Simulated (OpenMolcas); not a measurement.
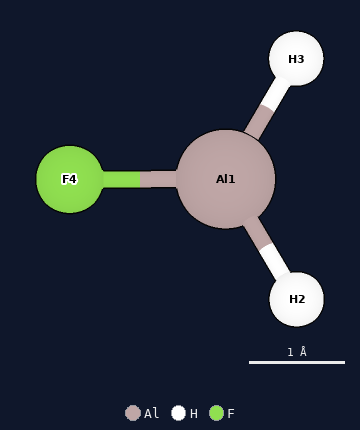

*The structure as given in the input (ball-and-stick view, seen at a tilt; atoms are numbered from 1 in the order of the input). Sticks mark near contacts.*

Bond lengths as drawn: Al–F 1.64 Å and Al–H 1.53 Å.

# Run report: AlH₂F, excited-state calculation (part 1 of 2)

System: AlH₂F, SMILES [H][Al]([H])[F].
Method: FCI/STO-3G, RHF (OpenMolcas 26.06).

The geometry comes from this level: GFN2-xTB.

### Input file
```
&GATEWAY
  BasLib = $CurrDir
  Coord = input.xyz
  Basis = STO-3G
  Group = NoSym

&SEWARD

&RASSCF
  FileOrb = $CurrDir/step1.ScfOrb
  Spin = 1
  Nactel = 12 0 0
  Inactive = 6
  Ras2 = 10
  CIRoot = 4 4 1
  OrbListing = Nothing
  CIOnly

&RASSI
  NrOfJobIphs = 1 all
```

### File input.xyz
```
4

Al     0.019600     0.032680     0.000940
H      1.546910    -0.017870     0.014080
H     -0.738990     1.358820    -0.019420
F     -0.827520    -1.373630     0.004400
```

Launch command:
```bash
export MOLCAS_MEM=1860
pymolcas step3.input > step3.log
```

### What the program printed
```
--- Start Module: gateway ---

                                              &GATEWAY

                       available to each process: 1.9 GB of memory, 1 thread

 Basis Set     1 Label: AL.STO-3G
 Basis set is read from library:.
 basistype.tbl is not found

 Basis Set     2 Label: H.STO-3G
 Basis set is read from library:.
 basistype.tbl is not found

 Basis Set     3 Label: F.STO-3G
 Basis set is read from library:.
 basistype.tbl is not found

++    Symmetry information:
      ---------------------

                    Character Table for C1

                             E
                    a        1  x, y, xy, Rz, z, xz, Ry, yz, Rx, I
--

++    Basis set information:
      ----------------------

      Basis set label: AL.STO-3G.........

      Electronic valence basis set:
      ------------------
      Associated Effective Charge  13.000000 au
      Associated Actual Charge     13.000000 au
      Nuclear Model: Point charge

      Shell  nPrim  nBasis  Cartesian Spherical Contaminant
         s       9       3        X
         p       6       2        X

      Basis set label: H.STO-3G.........

      Electronic valence basis set:
      ------------------
      Associated Effective Charge   1.000000 au
      Associated Actual Charge      1.000000 au
      Nuclear Model: Point charge

      Shell  nPrim  nBasis  Cartesian Spherical Contaminant
         s       3       1        X

      Basis set label: F.STO-3G.........

      Electronic valence basis set:
      ------------------
      Associated Effective Charge   9.000000 au
      Associated Actual Charge      9.000000 au
      Nuclear Model: Point charge

      Shell  nPrim  nBasis  Cartesian Spherical Contaminant
         s       6       2        X
         p       3       1        X
--

++    Molecular structure info:
      -------------------------

                    ************************************************
                    **** Cartesian Coordinates / bohr, angstrom ****
                    ************************************************

     Center  Label                x              y              z                     x              y              z
        1      AL1              0.037039       0.061756       0.001776              0.019600       0.032680       0.000940
        2      H2               2.923236      -0.033769       0.026607              1.546910      -0.017870       0.014080
        3      H3              -1.396489       2.567798      -0.036698             -0.738990       1.358820      -0.019420
        4      F4              -1.563786      -2.595784       0.008315             -0.827520      -1.373630       0.004400

                    ***************************************
                    *    InterNuclear Distances / bohr    *
                    ***************************************

               1 AL1           2 H2            3 H3            4 F4
    1 AL1      0.000000
    2 H2       2.887885        0.000000
    3 H3       2.887339        5.043033        0.000000
    4 F4       3.102452        5.166975        5.166488        0.000000

                    *******************************************
                    *    InterNuclear Distances / angstrom    *
                    *******************************************

               1 AL1           2 H2            3 H3            4 F4
    1 AL1      0.000000
    2 H2       1.528203        0.000000
    3 H3       1.527914        2.668658        0.000000
    4 F4       1.641747        2.734245        2.733988        0.000000

                    **************************************
                    *    Valence Bond Angles / degree    *
                    **************************************
                          Atom centers                 Phi
                      2 H2       1 AL1      3 H3       121.67
--

            Nuclear Potential Energy             50.39821356 au

--- Stop Module: gateway /rc=_RC_ALL_IS_WELL_ ---

--- Start Module: seward ---

                                              &SEWARD

                       available to each process: 1.9 GB of memory, 1 thread

               SEWARD will generate:
                  Multipole Moment integrals up to order  2
                  Kinetic Energy integrals
                  Nuclear Attraction integrals (point charge)
                  One-Electron Hamiltonian integrals
                  Velocity integrals
                  Orbital angular momentum around ( -0.5661  -0.9396   0.0041 )
                  Velocity quadrupole around ( -0.5661  -0.9396   0.0041 )
                  Two-Electron Repulsion integrals

                   Integrals are discarded if absolute value <: 1.00E-14
                   Integral cutoff threshold is set to       <: 1.00E-16

            Nuclear Potential Energy             50.39821356 au

      Basis set specifications :
      Symmetry species         a
      Basis functions           16

--- Stop Module: seward /rc=_RC_ALL_IS_WELL_ ---

--- Start Module: rasscf ---

                                              &RASSCF

                       available to each process: 1.9 GB of memory, 1 thread

      Header of the ONEINT file:
      --------------------------

      OrdInt status: non-squared

      Cartesian coordinates in angstrom:
      -----------------------------------------------------
      No.  Label        X            Y            Z
      -----------------------------------------------------
       1   AL1        0.01960000   0.03268000   0.00094000
       2   H2         1.54691000  -0.01787000   0.01408000
       3   H3        -0.73899000   1.35882000  -0.01942000
       4   F4        -0.82752000  -1.37363000   0.00440000
      -----------------------------------------------------
      Nuclear repulsion energy =   50.39821356

++    Wave function specifications:
      -----------------------------

      Number of closed shell electrons          12
      Number of electrons in active shells      12
      Max number of holes in RAS1 space          0
      Max nr of electrons in RAS3 space          0
      Number of inactive orbitals                6
      Number of active orbitals                 10
      Number of secondary orbitals               0
      Spin quantum number                      0.0
      State symmetry                             1
--

++    Orbital specifications:
      -----------------------

      Symmetry species                           1
                                                 a
      Frozen orbitals                            0
      Inactive orbitals                          6
      Active orbitals                           10
      RAS1 orbitals                              0
      RAS2 orbitals                             10
      RAS3 orbitals                              0
      Secondary orbitals                         0
      Deleted orbitals                           0
      Number of basis functions                 16
--

++    CI expansion specifications:
      ----------------------------

      Number of CSFs                         13860
      Number of spin combinations            22155
      Number of determinants                 44100
      Number of root(s) required                 4
      Root chosen for geometry opt.              4
      CI roots used                              1     2     3     4
      weights                                0.250 0.250 0.250 0.250
      highest root included in the CI            4
      max. size of the explicit Hamiltonian    200
--

++    Optimization specifications:
      ----------------------------

      RASSCF algorithm: Conventional
      Maximum number of macro iterations       200
      Maximum number of SX iterations          100
      Threshold for RASSCF energy            1.000E-08
      Threshold for max MO rotation          1.000E-01
      Threshold for max BLB element          1.000E-04
      Level shift parameter                  5.000E-01
      Make Quasi-Newton update
--

      The MO-coefficients are taken from the file:
      step1.ScfOrb
      Title: SCF orbitals

      Total molecular charge    0.00

      ************************************************************************************************************************
      *                                            Wave function control section                                             *
      ************************************************************************************************************************

                                         CASCI only, no orbital optimization will be done.
                                         -------------------------------------------------

          iter iter root      energy       change     param      element    value   shift minimum  type update hh:mm:ss
 Nr of preliminary CI iterations:  14
        1   1    0    0  -338.05505268    0.00E+00   0.00E+00    4  15 1 -3.43E-02*  0.00   0.00    SX    NO    0:00:02

      ************************************************************************************************************************
                                                      Wave function printout:
                       occupation of active orbitals, and spin coupling of open shells (u,d: Spin up or down)
      ************************************************************************************************************************

      Note: transformation to natural orbitals
      has been made, which may change the order of the CSFs.

      printout of CI-coefficients larger than  0.05 for root  1
      energy=    -338.300333
      conf/sym  1111111111     Coeff  Weight
             1  2222220000   0.97212 0.94501
             6  2222200200  -0.06207 0.00385
            40  2222ud0u0d  -0.05837 0.00341
            56  222u22d000   0.06963 0.00485
           160  2u222d0u0d  -0.05738 0.00329
           219  2222020200  -0.05358 0.00287
           374  2u22d20ud0   0.05716 0.00327
           966  222uu2dd00   0.05478 0.00300

      printout of CI-coefficients larger than  0.05 for root  2
      energy=    -338.009963
      conf/sym  1111111111     Coeff  Weight
             2  22222ud000  -0.86843 0.75417
            12  222220u00d  -0.07507 0.00564
            20  2222uudd00   0.08542 0.00730
            25  2222udu0d0   0.08611 0.00741
            26  2222uud0d0   0.05010 0.00251
            57  222u2d2000   0.05553 0.00308
            96  22u222d000   0.33415 0.11166
           117  22u22du00d  -0.06751 0.00456
           139  2u222dud00  -0.13921 0.01938
           317  22u2d2ud00  -0.07351 0.00540
           322  22u2d2u0d0  -0.05410 0.00293
           516  22ud222000  -0.08204 0.00673
           739  2ud22udu0d   0.05857 0.00343
          1011  22u2u2dd00   0.12750 0.01626
          1014  22u2u2d0d0   0.10771 0.01160

      printout of CI-coefficients larger than  0.05 for root  3
      energy=    -337.955078
      conf/sym  1111111111     Coeff  Weight
             5  222220ud00   0.05295 0.00280
            16  2222u2d000   0.87771 0.77038
            18  2222u20d00  -0.07383 0.00545
            23  2222u0d200   0.05406 0.00292
            56  222u22d000   0.29232 0.08545
            58  222u220d00   0.06982 0.00488
           136  2u2222d000  -0.10660 0.01136
           217  222202ud00  -0.05509 0.00304
           222  222202u0d0  -0.12166 0.01480
           266  222ud22000  -0.08522 0.00726
           336  22u2d2u00d   0.05270 0.00278
           367  2u22d2ud00   0.14318 0.02050
           466  2220222000  -0.05562 0.00309
           566  2u2d222000   0.05043 0.00254
           966  222uu2dd00   0.05167 0.00267
          1056  2u22u2dd00  -0.07756 0.00602
          1073  2u22uddu0d  -0.05428 0.00295
          2242  2022u2d200  -0.05788 0.00335

      printout of CI-coefficients larger than  0.05 for root  4
      energy=    -337.954836
      conf/sym  1111111111     Coeff  Weight
             1  2222220000   0.07769 0.00604
            16  2222u2d000   0.30848 0.09516
            18  2222u20d00   0.21519 0.04631
            24  2222u200d0   0.12854 0.01652
            56  222u22d000  -0.83038 0.68953
            63  222u20d200  -0.05659 0.00320
           138  2u22220d00  -0.08408 0.00707
           219  2222020200  -0.05186 0.00269
           272  222ud2u0d0   0.08845 0.00782
           367  2u22d2ud00   0.05037 0.00254
           466  2220222000   0.15804 0.02498
           567  2u2d22ud00  -0.08998 0.00810
           966  222uu2dd00  -0.14658 0.02148
           969  222uu2d0d0  -0.11726 0.01375

      Natural orbitals and occupation numbers for root  1
      sym 1:   1.999689   1.979508   1.996535   1.983993   1.968715   1.969280   0.018712   0.044300   0.019417   0.019851

      Natural orbitals and occupation numbers for root  2
      sym 1:   1.999557   1.973609   1.936716   1.995237   1.939620   1.030094   1.004157   0.073573   0.019601   0.027837

      Natural orbitals and occupation numbers for root  3
      sym 1:   1.998721   1.944739   1.998059   1.985133   1.080323   1.952029   0.931010   0.077397   0.008350   0.024238

      Natural orbitals and occupation numbers for root  4
      sym 1:   1.998886   1.961999   1.997387   1.232194   1.913654   1.962975   0.772231   0.118245   0.019466   0.022963

      ************************************************************************************************************************
      *                                                    Final results                                                     *
      ************************************************************************************************************************

++    Final optimization conditions:
      ------------------------------
```
